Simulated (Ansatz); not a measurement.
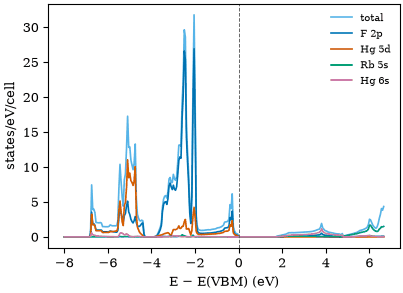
Total and projected density of states of Rb2HgF4 in space group I4/mmm (No. 139; Rb on 4e, Hg on 2a, F on 4e, F on 4c), the program Ansatz at the LDA level (PAW)

**Question.** Which orbitals carry the states next to the gap?

**Answer.** Top 1 eV of the valence band: F 2p 59 %, Hg 5d 38 %. Bottom 1 eV of the conduction band: Hg 6s 42 %, F 2p 22 %, Rb 5s 21 %, F 2s 9 %. Projections are on Löwdin-orthogonalised atomic valence shells; empty p or d shells of many metals are not among them.

**Question.** Where is the tallest occupied peak in this window, and what makes it?

**Answer.** Near -2.0 eV, about 32 states/eV per cell; the largest projected share is F 2p.

The workflow started from a Materials Project entry (that database holds measured and hypothetical structures alike); the Crystallography Open Database copy checked does not list it. Whether it is the stable phase at ambient conditions was not checked. Symmetry was held in the LDA relaxation; of distortions, only those at the zone centre were tested, and some modes there are weakly imaginary. Spin–orbit coupling is left out wherever it is not named.

Potentials: the later of the program's two PAW sets.
